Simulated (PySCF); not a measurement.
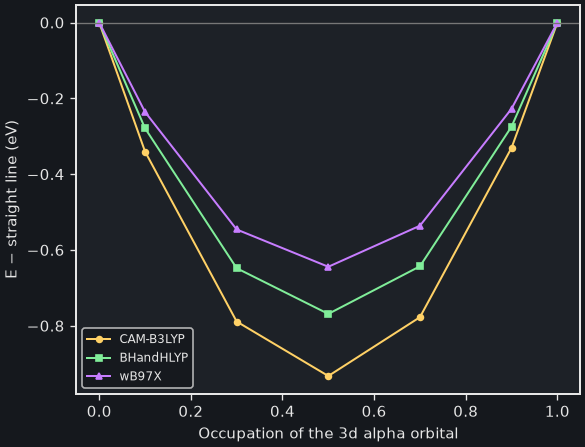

One 3d alpha orbital of Ti²⁺ ([Ar] 3d²) is emptied in steps. The plot gives the energy less the straight line between the integer ends. PySCF, aug-cc-pVTZ, non-relativistic, unrestricted single determinants, no spin-orbit coupling.

**What do the curves say about each method?**

CAM-B3LYP: convex (delocalisation error), largest departure −0.93 eV, removal energy 28.10 eV; BHandHLYP: convex (delocalisation error), largest departure −0.77 eV, removal energy 27.86 eV; wB97X: convex (delocalisation error), largest departure −0.64 eV, removal energy 27.64 eV. The measured removal energy is 27.49 eV. The exact energy is a straight line between whole electron numbers.
